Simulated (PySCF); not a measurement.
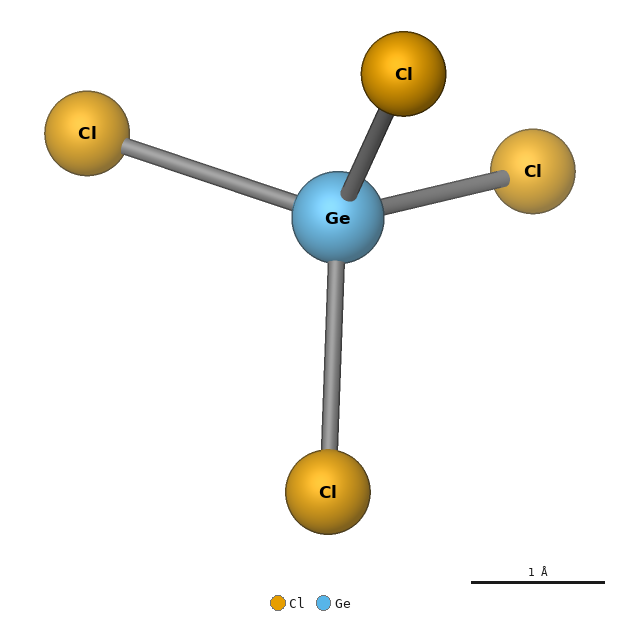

Atoms fade into the background with distance from the viewer. The computed structure is the end point of a PBE0-D3(BJ)/def2-TZVP optimisation. No frequency run is at hand to confirm it as a minimum. Masses are those of the most abundant isotopes; constants are for the rigid equilibrium geometry.

> Classify the rotor and give the rotational constants (MHz).

A spherical top (Td): A = B = C = 1211 MHz.
